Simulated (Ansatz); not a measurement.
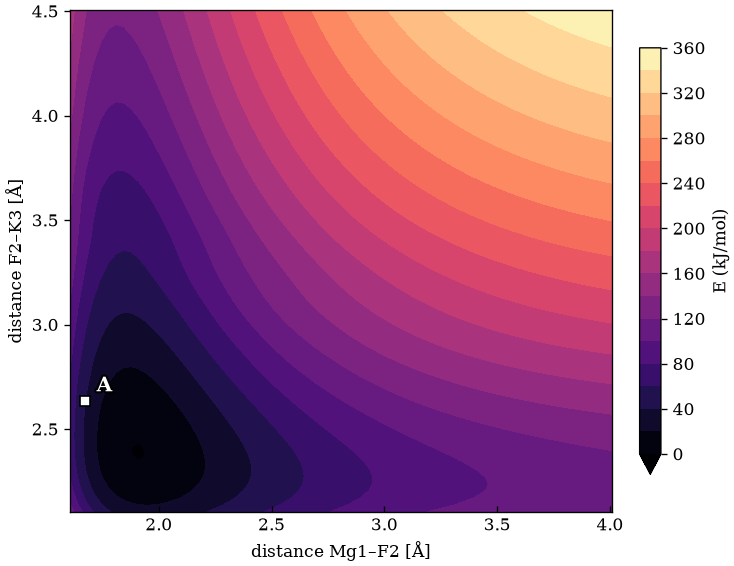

The system Mg + FK. The first coordinate is: distance Mg1–F2; the second: distance F2–K3. Nothing is relaxed (the angle Mg1–F2–K3 is fixed at 100 degrees). The grid has 17 × 17 points. Energies: kJ/mol, counted from the lowest grid point. Computed with RKS PBE0-D4/def2-SVPD in Ansatz 0.2.0.

Drawn: filled contours, the point A. Between grid points the surface is interpolated.

> Is A at rest? If not, where is it pushed?

A, at distance Mg1–F2 = 1.673 Å, distance F2–K3 = 2.633 Å, is not a stationary point. The computed force is 380 kJ/mol for each Å towards larger values of distance Mg1–F2 and 43 kJ/mol for each Å towards smaller values of distance F2–K3.
